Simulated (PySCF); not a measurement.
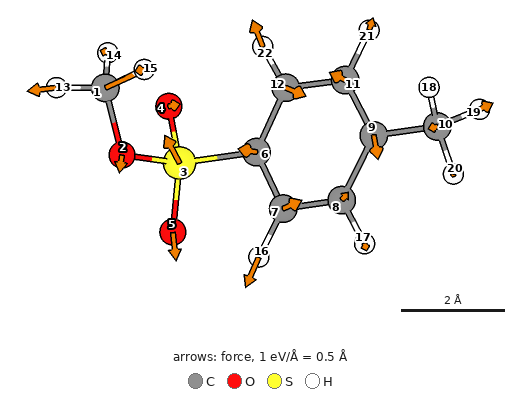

Starting geometry of C8H10O3S with the computed forces as orange arrows. The picture is a ball-and-stick view, seen at a tilt.

The start comes from GFN2-xTB. Its atoms were then displaced at random by about 0.01 Å.

Computed with PBE0-D3(BJ)/def2-SVP geometry optimisation, gas phase in PySCF. 

**Is this structure relaxed? If not, where do the atoms go?**

It isn't relaxed: the largest force vector, on C1, is 2.16 eV/Å. The final displacements have little in common with the starting forces (cosine between the two patterns 0.11). H14 moves most after the best rigid fit: 0.36 Å. By element the largest moves are H 0.36 Å, O 0.17 Å, C 0.12 Å, S 0.11 Å. Some distances before and after: C12–H22 1.059 → 1.092 Å, C1–H13 1.065 → 1.097 Å, C9–C11 1.378 → 1.402 Å, C1–O2 1.396 → 1.418 Å. Bond angles that change, for instance: O2–C1–H13 109.7° → 106.0°, O4–S3–O5 118.9° → 122.5°, H13–C1–H14 112.9° → 109.9°. The energy falls by 20.3 kJ/mol in 11 geometry steps. Cost: 2.8 min on 2 threads of AMD EPYC 9R14, on a shared host.
